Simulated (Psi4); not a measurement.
# TPSSh/def2-SVP run of SiHCl2OF (SMILES O[Si](F)(Cl)Cl)

Aim: the vertical singlet–triplet gap of SiHCl2OF at TPSSh/def2-SVP, from 2 runs. Input form: a Python script.

Program for the calculation: Psi4 1.11.

## 1. The molecule

The species is SiHCl2OF (6 atoms), meant as a singlet with charge 0. As SMILES, `O[Si](F)(Cl)Cl`. Geometry: relaxed at PBE0-D4/def2-TZVP. This is one conformer, not always the lowest.

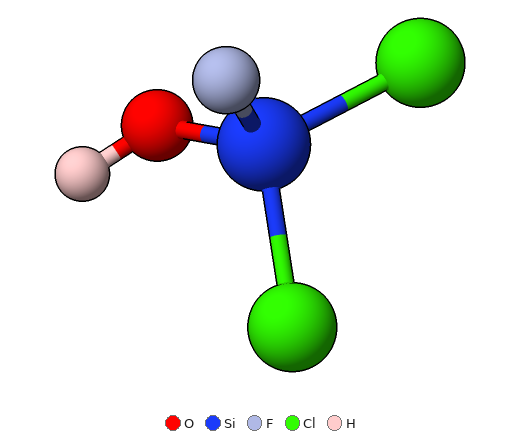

Viewed from a chosen angle; oxygen red, silicon blue, fluorine light blue, chlorine green, hydrogen pink.

## 2. Energy and forces at TPSSh/def2-SVP

Input file cl2fhosi.py:

```python
import psi4

psi4.set_memory('2200 MB')
psi4.set_num_threads(1)
psi4.core.set_output_file('output.dat', False)

molecule = psi4.geometry("""
0 1
O     -0.507700     0.453700     1.122500
Si     0.219500     0.013400    -0.247400
F      1.583200    -0.726700     0.044400
Cl    -0.921300    -1.272900    -1.319600
Cl     0.618000     1.683900    -1.294500
H     -0.949600    -0.215500     1.648500
symmetry c1
no_reorient
no_com
""")

options = {'basis': 'def2-SVP', 'puream': True, 'e_convergence': 1e-09, 'd_convergence': 1e-08, 'scf_type': 'pk', 'dft_radial_points': 99, 'dft_spherical_points': 590}
psi4.set_options(options)

result, w = psi4.gradient("TPSSH", molecule=molecule, return_wfn=True)
psi4.oeprop(w, "MULLIKEN_CHARGES", "LOWDIN_CHARGES", "QUADRUPOLE", title="TPSSH")
print('gradient / Eh bohr^-1')
print(result.np.round(6))
print(f'energy = {w.energy():.10f} Eh')
```

On the command line:

```
$ python cl2fhosi.py
```

output.dat:

```text
[...]
  Running in c1 symmetry.
[...]
  Nuclear repulsion =  382.547113407934035
[...]
  Multiplicity = 1
[...]
  Nalpha       = 33
  Nbeta        = 33
[...]
    Number of basis functions: 87
[...]
   @RKS iter   1: -1385.09398414275211    4.50465e-02   8.46146e-03 ADIIS/DIIS
[...]
   @RKS iter  12: -1385.28983490133987    1.13687e-12   2.75533e-09 DIIS
[...]
    Orbital Energies [Eh]
    ---------------------
    Doubly Occupied:
       1A   -101.367396     2A   -101.366260     3A    -66.109730
       4A    -24.619926     5A    -19.098841     6A     -9.395834
       7A     -9.394890     8A     -7.148724     9A     -7.147943
      10A     -7.142248    11A     -7.142017    12A     -7.141123
      13A     -7.141028    14A     -5.338231    15A     -3.690904
      16A     -3.690609    17A     -3.689415    18A     -1.166967
      19A     -1.010564    20A     -0.837120    21A     -0.815966
      22A     -0.577584    23A     -0.512078    24A     -0.460056
      25A     -0.454990    26A     -0.426468    27A     -0.398425
      28A     -0.372990    29A     -0.361908    30A     -0.349141
      31A     -0.328676    32A     -0.325195    33A     -0.319182
[...]
  @RKS Final Energy: -1385.28983490133987
   => Energetics <=
    Nuclear Repulsion Energy =            382.5471134079340345
    One-Electron Energy =               -2677.2942229272807708
    Two-Electron Energy =                 997.1100333460285583
    DFT Exchange-Correlation Energy =     -87.6527587280216665
    Empirical Dispersion Energy =           0.0000000000000000
    VV10 Nonlocal Energy =                  0.0000000000000000
    Total Energy =                      -1385.2898349013398729
[...]
  -Total Gradient:
     Atom            X                  Y                   Z
    ------   -----------------  -----------------  -----------------
       1        0.004025556259    -0.010338455448    -0.009567108373
       2        0.010458617695    -0.005421043109     0.008908874298
       3       -0.022292914495     0.012196373974    -0.004516671661
       4        0.005466131644     0.006136692898     0.005311148655
       5       -0.001842291246    -0.008243901658     0.005202413457
       6        0.004187786553     0.005661424394    -0.005330742425
[...]
 Multipole Moments:
 ------------------------------------------------------------------------------------
     Multipole            Electronic (a.u.)      Nuclear  (a.u.)        Total (a.u.)
 ------------------------------------------------------------------------------------
 L = 1.  Multiply by 2.5417464519 to convert [e a0] to [Debye]
 Dipole X            :        -13.9753776           13.5200456           -0.4553321
 Dipole Y            :         -7.9628808            7.6503672           -0.3125135
 Dipole Z            :         70.2006541          -69.6840288            0.5166253
 Magnitude           :                                                    0.7562365
 L = 2.  Multiply by 1.3450342976 to convert [e a0^2] to [Debye ang]
 Quadrupole XX       :       -204.0959658          168.2658567          -35.8301091
 Quadrupole XY       :        -90.5620313           91.6899699            1.1279386
[...]
  Mulliken Charges: (a.u.)
   Center  Symbol    Alpha    Beta     Spin     Total
       1     O     4.17553  4.17553  0.00000 -0.35107
       2    SI     6.55414  6.55414  0.00000  0.89172
       3     F     4.64376  4.64376  0.00000 -0.28752
       4    CL     8.62287  8.62287  0.00000 -0.24574
       5    CL     8.60903  8.60903  0.00000 -0.21805
       6     H     0.39467  0.39467  0.00000  0.21067
   Total alpha = 33.00000, Total beta = 33.00000, Total charge = -0.00000
  Lowdin Charges: (a.u.)
   Center  Symbol    Alpha    Beta     Spin     Total
[...]
```

On the terminal:

```text
gradient / Eh bohr^-1
[[ 0.004026 -0.010338 -0.009567]
 [ 0.010459 -0.005421  0.008909]
 [-0.022293  0.012196 -0.004517]
 [ 0.005466  0.006137  0.005311]
 [-0.001842 -0.008244  0.005202]
 [ 0.004188  0.005661 -0.005331]]
energy = -1385.2898349013 Eh
```

Wall time 22 s (1 thread of Intel Xeon 6975P-C (Granite Rapids), shared host); peak memory 1.1 GiB.

## 3. The triplet, same level

Input file cl2fhosi.py:

```python
import psi4

psi4.set_memory('2200 MB')
psi4.set_num_threads(1)
psi4.set_output_file('cl2fhosi.out', False)

mol = psi4.geometry("""
0 3
O     -0.507700     0.453700     1.122500
Si     0.219500     0.013400    -0.247400
F      1.583200    -0.726700     0.044400
Cl    -0.921300    -1.272900    -1.319600
Cl     0.618000     1.683900    -1.294500
H     -0.949600    -0.215500     1.648500
symmetry c1
""")

options = {'basis': 'def2-SVP', 'reference': 'uks', 'puream': True, 'e_convergence': 1e-09, 'd_convergence': 1e-08, 'scf_type': 'pk', 'dft_radial_points': 99, 'dft_spherical_points': 590, 'maxiter': 100}
psi4.set_options(options)

E, wfn = psi4.gradient('TPSSH', return_wfn=True)
psi4.oeprop(wfn, 'MAYER_INDICES', 'QUADRUPOLE', 'MULLIKEN_CHARGES')
print('gradient / Eh bohr^-1')
print(E.np.round(6))
print(f'energy = {wfn.energy():.10f} Eh')
```

On the command line:

```
$ python cl2fhosi.py
```

cl2fhosi.out:

```text
[...]
  Running in c1 symmetry.
[...]
  Nuclear repulsion =  382.547113407934091
[...]
  Multiplicity = 3
[...]
  Nalpha       = 34
  Nbeta        = 32
[...]
    Number of basis functions: 87
[...]
   @UKS iter   1: -1384.72404835432599    4.14982e-01   9.33165e-03 ADIIS/DIIS
[...]
   @UKS iter  25: -1384.99186450546381   -6.82121e-12   9.34444e-09 DIIS
[...]
   @S^2 Observed:                2.003785559E+00
[...]
    Orbital Energies [Eh]
    ---------------------
    Alpha Occupied:
       1A   -101.397768     2A   -101.385004     3A    -66.077052
       4A    -24.621110     5A    -19.151912     6A     -9.427094
       7A     -9.414637     8A     -7.179637     9A     -7.177279
      10A     -7.171445    11A     -7.166425    12A     -7.164674
      13A     -7.159503    14A     -5.314980    15A     -3.666745
      16A     -3.666182    17A     -3.665456    18A     -1.169344
      19A     -1.060216    20A     -0.865232    21A     -0.843763
      22A     -0.603491    23A     -0.525751    24A     -0.481566
      25A     -0.467949    26A     -0.441265    27A     -0.427493
      28A     -0.408976    29A     -0.400155    30A     -0.383744
      31A     -0.368589    32A     -0.351451    33A     -0.349291
      34A     -0.041950
[...]
  @UKS Final Energy: -1384.99186450546381
   => Energetics <=
    Nuclear Repulsion Energy =            382.5471134079340914
    One-Electron Energy =               -2676.1889659555445178
    Two-Electron Energy =                 996.2463292173454192
    DFT Exchange-Correlation Energy =     -87.5963411751985745
    Empirical Dispersion Energy =           0.0000000000000000
    VV10 Nonlocal Energy =                  0.0000000000000000
    Total Energy =                      -1384.9918645054638091
  UHF NO Occupations:
  HONO-2 :   32  A 1.9989731
  HONO-1 :   33  A 1.0000000
[...]
  -Total Gradient:
     Atom            X                  Y                   Z
    ------   -----------------  -----------------  -----------------
       1        0.006296442952    -0.068490896336    -0.029644268429
       2       -0.015296728285     0.008868430591     0.003645644472
       3       -0.038107637515     0.019074604901    -0.007182834958
       4        0.038618354870     0.048763577833     0.041456513496
       5       -0.022941357151    -0.059949984286     0.041852520248
       6        0.031433445636     0.051728628798    -0.050121760028
[...]
 Multipole Moments:
 ------------------------------------------------------------------------------------
     Multipole            Electronic (a.u.)      Nuclear  (a.u.)        Total (a.u.)
 ------------------------------------------------------------------------------------
 L = 1.  Multiply by 2.5417464519 to convert [e a0] to [Debye]
 Dipole X            :          1.7051274           -1.8802317           -0.1751043
 Dipole Y            :         -0.2819794            0.2176149           -0.0643645
 Dipole Z            :         -3.1060674            2.8439366           -0.2621309
 Magnitude           :                                                    0.3217404
 L = 2.  Multiply by 1.3450342976 to convert [e a0^2] to [Debye ang]
 Quadrupole XX       :       -202.2955087          165.5498512          -36.7456575
 Quadrupole XY       :        -88.8191582           90.1165990            1.2974408
[...]
  Mulliken Charges: (a.u.)
   Center  Symbol    Alpha    Beta     Spin     Total
       1     O     4.22277  3.81067  0.41210 -0.03344
       2    SI     6.97280  6.47403  0.49877  0.55317
       3     F     4.64774  4.61809  0.02965 -0.26583
       4    CL     8.72307  8.34436  0.37872 -0.06743
       5    CL     8.70446  8.39330  0.31116 -0.09776
       6     H     0.72916  0.35955  0.36961 -0.08871
   Total alpha = 34.00000, Total beta = 32.00000, Total charge = -0.00000
  Mayer Bond Indices:
[...]
```

Standard output:

```text
gradient / Eh bohr^-1
[[ 0.006296 -0.068491 -0.029644]
 [-0.015297  0.008868  0.003646]
 [-0.038108  0.019075 -0.007183]
 [ 0.038618  0.048764  0.041457]
 [-0.022941 -0.05995   0.041853]
 [ 0.031433  0.051729 -0.050122]]
energy = -1384.9918645055 Eh
```

Wall time 58 s (1 thread of Intel Xeon 6975P-C (Granite Rapids), shared host); peak memory 1.1 GiB.

## 4. What came out

At TPSSh/def2-SVP:

| quantity | value |
| --- | --- |
| singlet: total energy | -1385.28983 Eh |
| singlet: dipole moment | 1.92 D |
| singlet: HOMO energy | -8.69 eV |
| singlet: LUMO energy | 0.24 eV |
| singlet: HOMO–LUMO gap | 8.93 eV |
| singlet: largest force on an atom | 1.327 eV/Å |
| triplet: total energy | -1384.99186 Eh |
| triplet: dipole moment | 0.82 D |
| triplet: HOMO energy (highest over α and β) | -1.14 eV |
| triplet: ⟨S²⟩ | 2.004 |
| triplet: largest force on an atom | 4.041 eV/Å |
| vertical energy of the triplet above the singlet | 8.108 eV |

At this shape the triplet lies 8.11 eV (782 kJ/mol) above the singlet. The largest force (singlet) is 1.33 eV/Å: the shape isn't a stationary point for this species at this level. With no_com the log's rotational constants are taken about the origin, not the centre of mass, so they aren't the molecule's. Mulliken charges (singlet) run from -0.35 on O1 to +0.89 on Si2; they depend strongly on the basis.
